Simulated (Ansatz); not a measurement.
The parent structure is GaP in the zinc blende structure (space group F-43m, No. 216; a = 5.4514 Å).

The change: As replaces 75.0 % of the P, ordered in a cell of 8 atoms (starting symmetry P-43m) and fully relaxed.

All numbers come from r2SCAN in Ansatz (plane waves to 500 eV, PAW, no spin-orbit coupling).

The zone is the changed cell's own and can be folded.

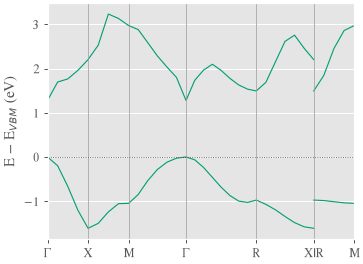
Fig. 1. Highest valence and lowest conduction band along the path of the changed cell's own zone

The gap is 1.28 eV, direct at Γ; the base has 1.85 eV.

These are small ordered cells, not random alloys; other orderings at the same x differ. No phonon test of stability was made. k-point labels follow each cell's own Brillouin zone.

Ansatz is a first-principles code.
